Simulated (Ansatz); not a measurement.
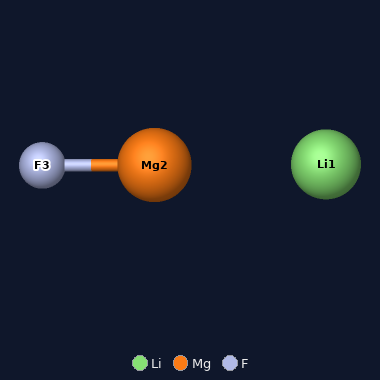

The system is FLiMg; the picture shows the reference structure. 
- The first coordinate is: angle Li1–Mg2–F3 (carried through 180); the second: change of the bonds Mg2–Li1, Mg2–F3, all alike.
- Nothing is relaxed (all other coordinates rigid).
- The grid has 15 × 15 points; 120 points were computed and 105 follow by symmetry.
- Points are written as (first, second).
- Energies are in kJ/mol, from the relaxed molecule at the same level.
- Computed with RKS SPW92 (LDA)/def2-TZVP (Ansatz 0.2.0).

Its coordinates:

```yaml
atoms:
  - { symbol: Li, position_ang: [-2.0115, 0.8351, -1.0060] }
  - { symbol: Mg, position_ang: [0.2627, -0.1091, 0.1314] }
  - { symbol: F, position_ang: [1.7488, -0.7261, 0.8746] }
```

Range: angle Li1–Mg2–F3 (carried through 180) from 140.0 to 220.0°; change of the bonds Mg2–Li1, Mg2–F3, all alike from −0.247 to 0.381 Å.

> Predict the map.

The lowest grid point is at (180.0°, 0.022 Å), 0.46 kJ/mol from the relaxed molecule at the same level. It is the only kind of minimum in the scanned range. The highest grid point, (140.0°, −0.247 Å), lies 104 kJ/mol above the lowest. Round the minimum the two coordinates are nearly uncoupled.

```csv
"second ↓, first →",140.0,145.7,151.4,157.1,162.9,168.6,174.3,180.0,185.7,191.4,197.1,202.9,208.6,214.3,220.0
0.381,91,88,86,85,84,83,82,82,82,83,84,85,86,88,91
0.336,76,74,72,71,69,68,68,68,68,68,69,71,72,74,76
0.292,63,61,59,57,56,55,54,54,54,55,56,57,59,61,63
0.247,51,48,46,44,43,42,41,41,41,42,43,44,46,48,51
0.202,39,37,35,33,31,30,30,29,30,30,31,33,35,37,39
0.157,29,26,24,22,21,20,19,19,19,20,21,22,24,26,29
0.112,21,18,16,14,12,11,11,10,11,11,12,14,16,18,21
0.067,14,12,9,8,6,5,4,4,4,5,6,8,9,12,14
0.022,11,8,6,4,3,1,1,0,1,1,3,4,6,8,11
−0.022,11,9,6,4,3,1,1,0,1,1,3,4,6,9,11
−0.067,16,13,11,9,7,6,5,5,5,6,7,9,11,13,16
−0.112,26,23,21,19,17,16,15,15,15,16,17,19,21,23,26
−0.157,43,40,38,36,34,33,32,32,32,33,34,36,38,40,43
−0.202,68,65,63,61,59,58,57,57,57,58,59,61,63,65,68
−0.247,104,101,99,97,95,94,93,93,93,94,95,97,99,101,104
```

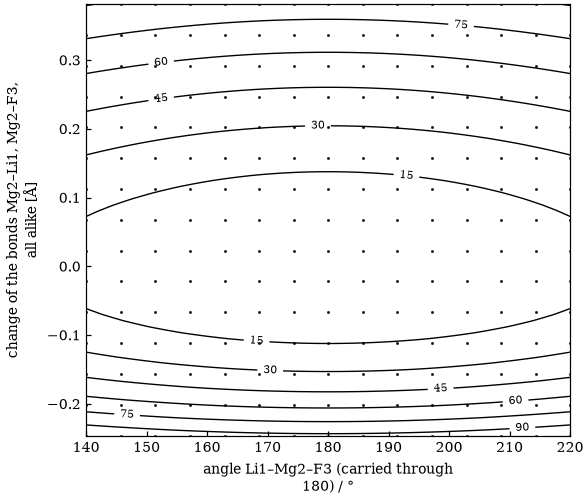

In the figure: contour lines labelled in kJ/mol, dots at the grid points. Between grid points the surface is interpolated.

Time for the 120 points that were run: 100 s on 1 thread of Arm Neoverse V1 (shared host).
